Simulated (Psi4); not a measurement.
# SiH4O (silanol): a chain of runs

Wanted: a structure relaxation (r2SCAN/6-31G*), then vibrational wavenumbers, then the energy (MP2-F12/cc-pVDZ-F12) of SiH4O (silanol). 

Program for the calculation: Psi4 1.11.

## Step 1: Starting point

SiH4O has 6 atoms, charge 0, and is taken as a singlet. SMILES: `O[SiH3]`. Geometry: relaxed at PBE0-D4/def2-TZVP. The run starts from this shape.

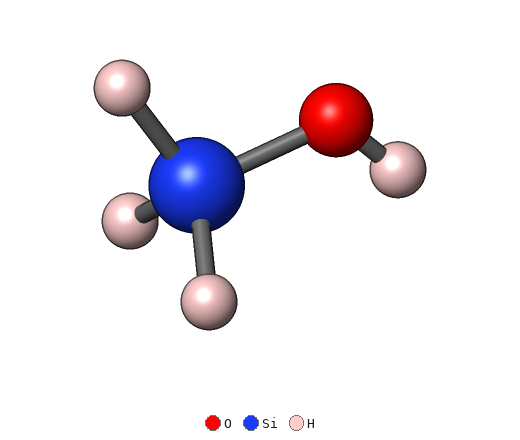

The structure, seen from a chosen angle (oxygen red, silicon blue, hydrogen pink).

## Step 2: A structure relaxation at r2SCAN/6-31G(d) (density fitting, Cartesian functions) (run 1)

File calc.dat:

```
memory 1600 mb

molecule mol {
  0 1
  O      0.636700    -1.030300     0.419000
  Si    -0.035700     0.346500    -0.187000
  H      0.069100    -1.629200     0.904700
  H     -1.128300     0.045700    -1.152800
  H      1.060500     1.064900    -0.875600
  H     -0.602300     1.202400     0.891700
  symmetry c1
}

set basis 6-31G*
set reference rks
set geom_maxiter 60

e_tot = opt('r2scan')
```

Run with:

```sh
$ psi4 calc.dat calc.out -n 1
```

calc.out:

```text
[...]
  Running in c1 symmetry.
[...]
  Nuclear repulsion =   64.754891777503488
[...]
  Multiplicity = 1
[...]
  Nalpha       = 13
  Nbeta        = 13
[...]
    Number of basis functions: 42
[...]
   @DF-RKS iter   1:  -366.88372566556654   -2.53536e-01   1.54518e-02 ADIIS/DIIS
[...]
   @DF-RKS iter   6:  -367.04973041580632   -2.27374e-13   2.03378e-09 DIIS
[...]
    Orbital Energies [Eh]
    ---------------------
    Doubly Occupied:
       1A    -65.852541     2A    -18.979608     3A     -5.221625
       4A     -3.564512     5A     -3.562508     6A     -3.562375
       7A     -0.965658     8A     -0.528664     9A     -0.439368
      10A     -0.344623    11A     -0.342291    12A     -0.298419
      13A     -0.268818
[...]
  @DF-RKS Final Energy:  -367.04973041580632
   => Energetics <=
    Nuclear Repulsion Energy =             64.2852512056852703
    One-Electron Energy =                -634.9777246944470335
    Two-Electron Energy =                 234.5927861608089415
    DFT Exchange-Correlation Energy =     -30.9500430878535191
    Empirical Dispersion Energy =           0.0000000000000000
    VV10 Nonlocal Energy =                  0.0000000000000000
    Total Energy =                       -367.0497304158063230
[...]
 Multipole Moments:
 ------------------------------------------------------------------------------------
     Multipole            Electronic (a.u.)      Nuclear  (a.u.)        Total (a.u.)
 ------------------------------------------------------------------------------------
 L = 1.  Multiply by 2.5417464519 to convert [e a0] to [Debye]
 Dipole X            :          0.7658130           -1.2782020           -0.5123890
 Dipole Y            :         -1.3531864            1.1684695           -0.1847169
 Dipole Z            :          0.5685637           -0.3318202            0.2367435
 Magnitude           :                                                    0.5938942
[...]
  -Total Gradient:
     Atom            X                  Y                   Z
    ------   -----------------  -----------------  -----------------
       1        0.000123096064     0.000039023618    -0.000055807879
       2        0.000044029674     0.000036864438    -0.000031966645
       3        0.000158459347     0.000013701797    -0.000046937399
       4        0.000027969277    -0.000012389440     0.000004568486
       5        0.000002221410     0.000071022001    -0.000040631873
       6        0.000025757238    -0.000016646852    -0.000002266985
[...]
    Final optimized geometry and variables:
    Molecular point group: c1
    Full point group: C1
    Geometry (in Angstrom), charge = 0, multiplicity = 1:
    O            0.470445301549    -0.910581325822     0.394201429381
    SI          -0.219942965684     0.475926477313    -0.212726900990
    H           -0.121211117877    -1.499574822334     0.880273863487
    H           -1.317898763842     0.190151294943    -1.184343452428
    H            0.870685205577     1.203561176431    -0.905112539179
    H           -0.792331600838     1.345869722312     0.858155597109
    Psi4 run time: 0:00:32.61
[...]
```

Standard output:

```text
Optimizer: Optimization complete!
```

Wall time 35 s (1 thread of Intel Xeon Platinum 8375C at 2.90GHz (Ice Lake), shared host); peak memory 0.63 GiB.

Step by step:

```csv
step,energy from the first frame kept (eV),largest force (eV/Å)
0,0.0000,0.5342
1,-0.0076,0.1396
2,-0.0083,0.0470
3,-0.0086,0.0097
4,-0.0086,0.0085
```

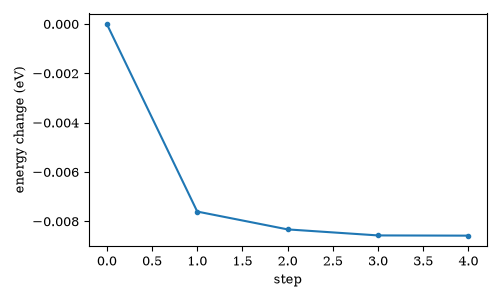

Energy along the run.

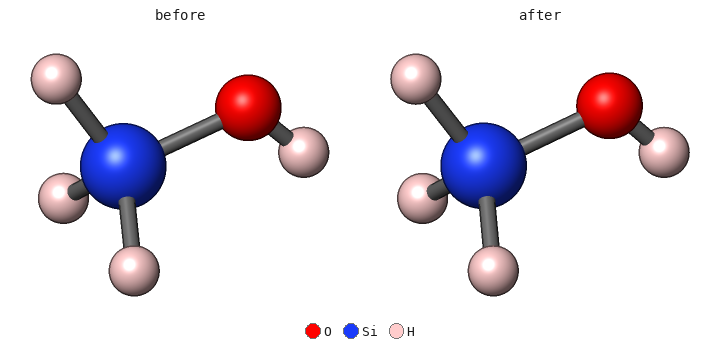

Before and after, at one scale.

After the run. Bond lengths: O1–Si2 1.664 Å, O1–H3 0.966 Å, Si2–H4 1.494 Å, Si2–H5 1.483 Å, Si2–H6 1.494 Å. Angles: O1–Si2–H4 112.5°, O1–Si2–H5 105.9°, O1–Si2–H6 112.5°, Si2–O1–H3 115.9°, H4–Si2–H5 109.3°, H4–Si2–H6 107.2°, H5–Si2–H6 109.3°.

## Step 3: Vibrational wavenumbers at r2SCAN/6-31G(d) (density fitting, Cartesian functions) (run 2)

File h4osi.dat:

```
memory 1600 MB

molecule geom {
  O
  Si 1 1.66355
  H 1 0.966043 2 115.94819
  H 2 1.493724 1 112.51406 3 -60.65445
  H 2 1.482673 4 109.31853 1 117.37156
  H 2 1.493728 5 109.32008 4 -117.08937
  units angstrom
}

set basis 6-31G*
set reference rks
set t 298.15
set rotational_symmetry_number 1

energy_value = freq("r2scan")
print_variables()
```

Run with:

```sh
$ psi4 h4osi.dat h4osi.out -n 1
```

h4osi.out:

```text
[...]
  Running in c1 symmetry.
[...]
  Nuclear repulsion =   64.285266860324882
[...]
  Multiplicity = 1
[...]
  Nalpha       = 13
  Nbeta        = 13
[...]
    Number of basis functions: 42
[...]
   @DF-RKS iter   1:  -366.88674161855863   -2.74144e-01   1.52978e-02 DIIS/ADIIS
[...]
   @DF-RKS iter  10:  -367.04972961660786   -5.11591e-13   6.29055e-09 DIIS
[...]
    Orbital Energies [Eh]
    ---------------------
    Doubly Occupied:
       1A    -65.852534     2A    -18.979573     3A     -5.221621
       4A     -3.564507     5A     -3.562506     6A     -3.562367
       7A     -0.965633     8A     -0.528649     9A     -0.439388
      10A     -0.344598    11A     -0.342341    12A     -0.298371
      13A     -0.268800
[...]
  @DF-RKS Final Energy:  -367.04972961660786
   => Energetics <=
    Nuclear Repulsion Energy =             64.2859300965945550
    One-Electron Energy =                -634.9792831395402573
    Two-Electron Energy =                 234.5937336286086747
    DFT Exchange-Correlation Energy =     -30.9501102022708956
    Empirical Dispersion Energy =           0.0000000000000000
    VV10 Nonlocal Energy =                  0.0000000000000000
    Total Energy =                       -367.0497296166078627
[...]
 Multipole Moments:
 ------------------------------------------------------------------------------------
     Multipole            Electronic (a.u.)      Nuclear  (a.u.)        Total (a.u.)
 ------------------------------------------------------------------------------------
 L = 1.  Multiply by 2.5417464519 to convert [e a0] to [Debye]
 Dipole X            :         -0.0000922           -0.0000438           -0.0001360
 Dipole Y            :         -0.0903074            0.6835912            0.5932838
 Dipole Z            :         -1.6528628            1.6254022           -0.0274606
 Magnitude           :                                                    0.5939190
[...]
  -Total Gradient:
     Atom            X                  Y                   Z
    ------   -----------------  -----------------  -----------------
       1       -0.000044935094    -0.000058622125     0.000008636686
       2       -0.000139939137     0.000130919095     0.000073968028
       3        0.000001134753    -0.000154357573    -0.000054025639
       4        0.000005392478    -0.000033912718    -0.000028533172
       5        0.000005671137    -0.000195758546     0.000189321874
       6        0.000174272634    -0.000129492829    -0.000175548429
[...]
  ==> Harmonic Vibrational Analysis <==
[...]
  Freq [cm^-1]                 220.7586            687.9397            724.7368
[...]
  IR activ [km/mol]            120.8026            73.2790             79.0461
[...]
  Freq [cm^-1]                 850.9660            917.3759            942.8819
[...]
  IR activ [km/mol]            149.2681            68.5030             84.0847
[...]
  Freq [cm^-1]                 971.6151           1023.2839           2224.9679
[...]
  IR activ [km/mol]            110.1031            210.3274            240.8407
[...]
  Freq [cm^-1]                2229.3216           2292.2510           3823.4662
[...]
  IR activ [km/mol]            129.0449            142.1233            68.2784
[...]
  Total E_0, Enthalpy at 0 [K]                                                         -367.01120759 [Eh]
[...]
  Total H, Enthalpy at  298.15 [K]                                                     -367.00644453 [Eh]
[...]
  Total G, Gibbs energy at  298.15 [K]                                                 -367.03559938 [Eh]
[...]
```

On the terminal:

```text
Warning: used thermodynamics relations inappropriate for low-frequency modes: ['220.7586']
```

Run time: 3.6 min. Hardware: 1 thread of Intel Xeon Platinum 8375C at 2.90GHz (Ice Lake), shared host; peak memory 0.62 GiB.

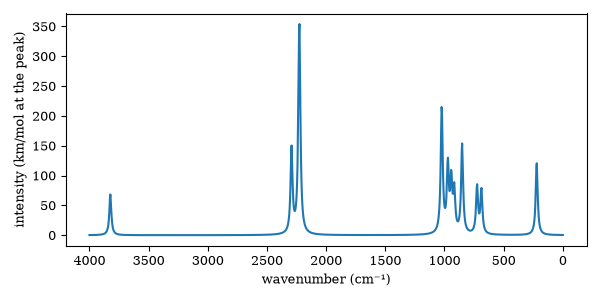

Harmonic infrared spectrum, unscaled, lines broadened by 10 cm⁻¹.

## Step 4: A single-point energy at MP2-F12/cc-pVDZ-F12 (density fitting, density fitting for correlation) (run 3)

File calc.dat:

```
memory 1600 mb

molecule system {
  0 1
  O
  Si 1 1.66355
  H 1 0.966043 2 115.94819
  H 2 1.493724 1 112.51406 3 -60.65445
  H 2 1.482673 4 109.31853 1 117.37156
  H 2 1.493728 5 109.32008 4 -117.08937
  units angstrom
}

set basis cc-pVDZ-F12
set reference rhf
set freeze_core true

e_tot = energy('mp2-f12')
print_variables()
```

Run with:

```sh
$ psi4 calc.dat calc.out -n 1
```

calc.out:

```text
[...]
  Running in c1 symmetry.
[...]
  Nuclear repulsion =   64.285266860324896
[...]
  Multiplicity = 1
[...]
  Nalpha       = 13
  Nbeta        = 13
[...]
    Number of basis functions: 105
[...]
   @DF-RHF iter   1:  -366.11432174018006   -6.68364e-01   4.50068e-03 DIIS/ADIIS
[...]
   @DF-RHF iter  10:  -366.20879669280941   -1.55183e-11   7.87663e-09 DIIS
[...]
    Orbital Energies [Eh]
    ---------------------
    Doubly Occupied:
       1A    -68.797848     2A    -20.566474     3A     -6.141427
       4A     -4.248058     5A     -4.247792     6A     -4.247570
       7A     -1.343997     8A     -0.756955     9A     -0.650922
      10A     -0.556809    11A     -0.552016    12A     -0.474671
      13A     -0.457888
[...]
  @DF-RHF Final Energy:  -366.20879669280941
   => Energetics <=
    Nuclear Repulsion Energy =             64.2852668603248958
    One-Electron Energy =                -634.9032730151328678
    Two-Electron Energy =                 204.4092094619985573
    Total Energy =                       -366.2087966928094147
[...]
 Multipole Moments:
 ------------------------------------------------------------------------------------
     Multipole            Electronic (a.u.)      Nuclear  (a.u.)        Total (a.u.)
 ------------------------------------------------------------------------------------
 L = 1.  Multiply by 2.5417464519 to convert [e a0] to [Debye]
 Dipole X            :          0.0000570           -0.0000438            0.0000132
 Dipole Y            :         -0.1088489            0.6835912            0.5747423
 Dipole Z            :         -1.5839344            1.6254022            0.0414678
 Magnitude           :                                                    0.5762363
[...]
```

It took 40 s on 1 thread of Intel Xeon Platinum 8375C at 2.90GHz (Ice Lake), shared host; peak memory 2 GiB.

## Step 5: What came out

| quantity | value |
| --- | --- |
| run 1, r2SCAN/6-31G*: total energy at the end | -367.04973 Eh |
| run 1, r2SCAN/6-31G*: dipole moment | 1.51 D |
| run 1, r2SCAN/6-31G*: HOMO energy | -7.31 eV |
| run 1, r2SCAN/6-31G*: LUMO energy | 0.07 eV |
| run 1, r2SCAN/6-31G*: HOMO–LUMO gap | 7.39 eV |
| run 2, r2SCAN/6-31G*: lowest harmonic wavenumber | 221 cm⁻¹ |
| run 2, r2SCAN/6-31G*: highest harmonic wavenumber | 3823 cm⁻¹ |
| run 2, r2SCAN/6-31G*: zero-point energy | 101.1 kJ/mol |
| run 2, r2SCAN/6-31G*: ideal-gas entropy at 298.15 K (symmetry number 1 as used) | 61.4 cal/(mol K) |
| run 3, MP2-F12/cc-pVDZ-F12: total energy | -366.64337 Eh |
| run 3, MP2-F12/cc-pVDZ-F12: HOMO energy (Hartree–Fock orbitals) | -12.46 eV |
| run 3, MP2-F12/cc-pVDZ-F12: LUMO energy (Hartree–Fock orbitals) | 1.23 eV |
| run 3, MP2-F12/cc-pVDZ-F12: HOMO–LUMO gap (Hartree–Fock orbitals) | 13.69 eV |
| run 3, MP2-F12/cc-pVDZ-F12: correlation energy (6 core orbitals frozen) | -426.7 mEh |

What this shows: The optimisation (run 1, r2SCAN/6-31G*) took 5 steps and changed the energy by -0.009 eV. All 12 modes (run 2, r2SCAN/6-31G*) are real, so the shape is a minimum at this level.
